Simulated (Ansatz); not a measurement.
```xyz
10

N    -1.4386   -1.5237   -0.5072
N     1.4671   -1.0997   -0.8185
Si    0.0557   -0.6685    0.5999
H    -1.4945   -1.3006   -1.5085
H    -2.3187   -1.1797   -0.0989
H    -1.4779   -2.5456   -0.4142
H    -0.2129    0.6381   -0.1289
H     1.2488   -0.9000   -1.8024
H     1.8117   -2.0657   -0.7669
H     2.2791   -0.5092   -0.5913
```

Geometry: B3LYP-D3(BJ)/def2-SVP.

Computed with Ansatz 0.2.0, isolated molecule in a Gaussian basis; Kohn-Sham density functional theory, functional PBE0.

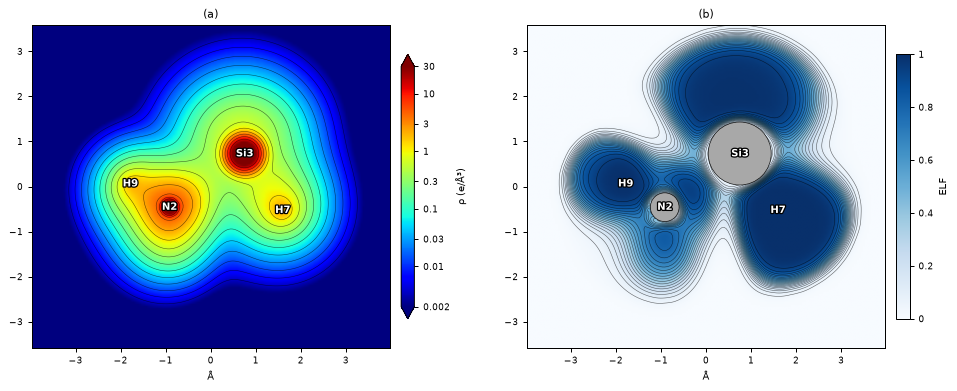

H$_{7}$N$_{2}$Si (SMILES [NH3+][SiH-][NH3+]) (charge +1). (a) electron density; (b) ELF on the plane of atoms N2, Si3 and H7. Grey discs cover the atomic cores in the ELF map.

### What does the map show?

Atoms in the plane: N, Si and H. Si–N (2.05 Å): the density is about 0.59 e/Å³ at the midpoint, with its minimum of 0.47 e/Å³ about 0.8 Å from Si; the ELF peaks at about 0.95 between the atoms (a shared but strongly polarised pair). N–H (1.03 Å): the density is about 2.9 e/Å³ at the midpoint; the ELF climbs to about 1 towards the hydrogen, as it does in any bond to H: an ordinary covalent bond to hydrogen. Si–H (1.52 Å): ρ at the midpoint is about 0.78 e/Å³; the ELF climbs to about 1 towards the hydrogen. The ELF also peaks beside Si3, away from the bonds: lone-pair regions.
